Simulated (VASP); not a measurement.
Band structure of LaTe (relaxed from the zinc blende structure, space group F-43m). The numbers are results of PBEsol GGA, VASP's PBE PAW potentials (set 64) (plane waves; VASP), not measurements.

Unless said otherwise, spin-orbit coupling is left out, though it shifts the bands of the heavy elements here.

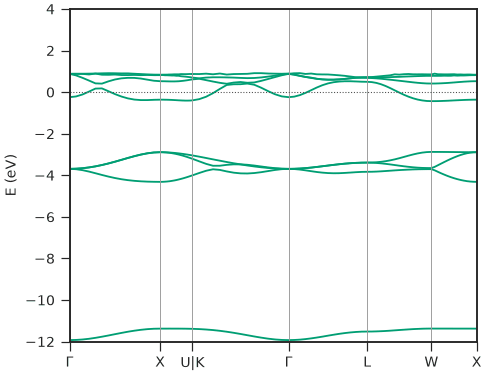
Figure: Bands along high-symmetry lines, zero at the valence-band maximum or, without a gap, the Fermi level

Q: Read the plot: is there a gap, and where are the band edges?

A: It has no gap at this level: it comes out as a metal or semimetal. (Edges off the drawn lines would not show.)

The structure was generated: LaTe was put into the zinc blende type (F-43m), which need not be its known phase. It was relaxed first, which changed the volume by -28 %. The electron count is odd and the run is not spin-polarised, which forces a metal.
